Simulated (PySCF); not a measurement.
```yaml
atoms:
  - { symbol: C, position_ang: [0.0155, 2.4672, 0.2247] }
  - { symbol: N, position_ang: [0.0813, 1.6127, -0.5344] }
  - { symbol: Ga, position_ang: [-0.0463, -0.3974, -1.0573] }
  - { symbol: C, position_ang: [-1.7871, -0.6686, 0.0206] }
  - { symbol: N, position_ang: [-1.9363, -0.9203, 1.2442] }
  - { symbol: C, position_ang: [1.7291, -0.9022, -0.1662] }
  - { symbol: F, position_ang: [1.3826, -0.3600, 1.1071] }
  - { symbol: H, position_ang: [-0.0631, 3.2518, 0.9321] }
  - { symbol: H, position_ang: [-0.1972, -0.1612, -2.6012] }
  - { symbol: H, position_ang: [-2.7349, -0.5668, -0.5268] }
  - { symbol: H, position_ang: [-1.0713, -1.0244, 1.7810] }
  - { symbol: H, position_ang: [2.6439, -0.3788, -0.4665] }
  - { symbol: H, position_ang: [1.9795, -1.9515, 0.0248] }
```

Geometry: GFN2-xTB.

All numbers below come from wB97X-D/def2-SVPD, SCF density, gas phase in PySCF 2.14.0.

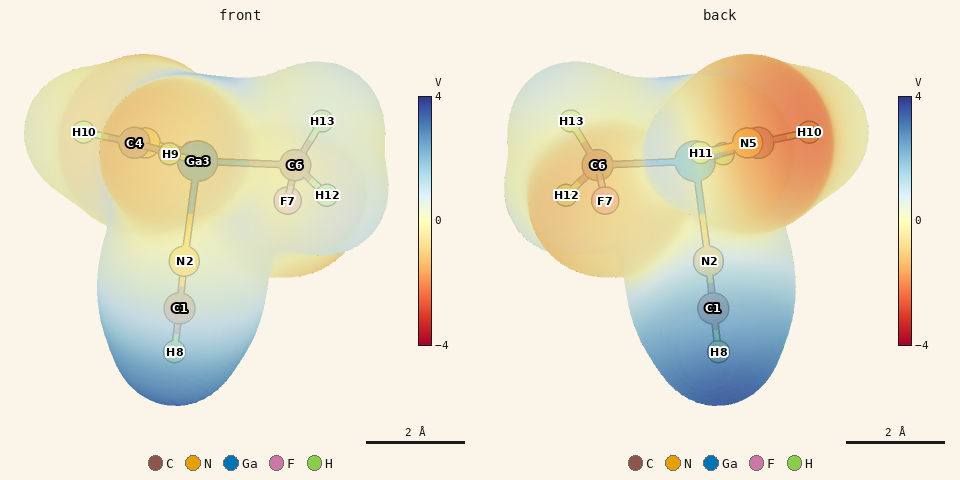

C₃H₆FGaN₂. The molecular electrostatic potential painted on the density surface at 0.002 e/bohr³, seen from the front and from behind; red is negative and blue positive.

Q: Which sites attract a positive test charge, and which a negative one?

A: A positive charge is drawn to the negative regions and a negative charge to the positive ones. The most negative region (about −2.2 V) lies over N5, the most positive (about +3.4 V) over H8. N5 is the likeliest acceptor of a hydrogen bond.
